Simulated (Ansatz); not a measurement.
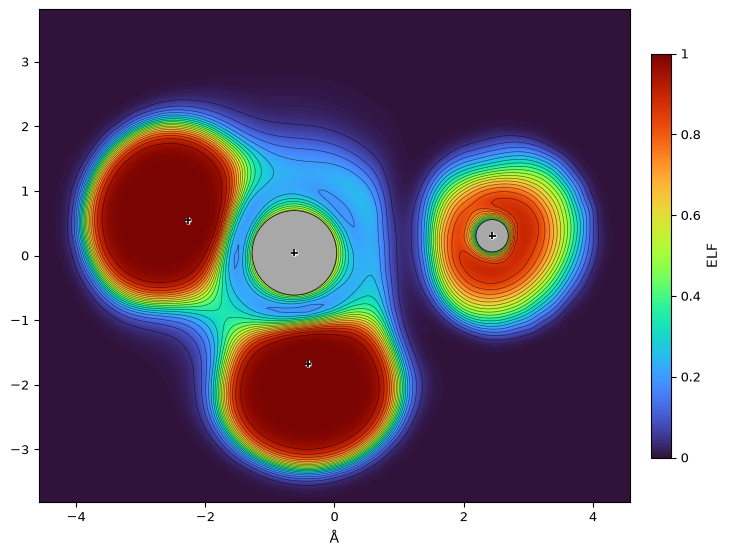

The ELF on a plane through atoms (crosses mark nuclei in the plane; grey discs cover the cores).

These are results of RKS PBE/def2-SVP in Ansatz 0.2.0, not measurements.

Candidates:
A. ClGeH₄O₂P···HCl
B. H₄OSn···HF

Question: Which system is this?

Answer: Candidate B: H₄OSn···HF on the plane of atoms H3, Sn1 and H4, which holds Sn, H and F.
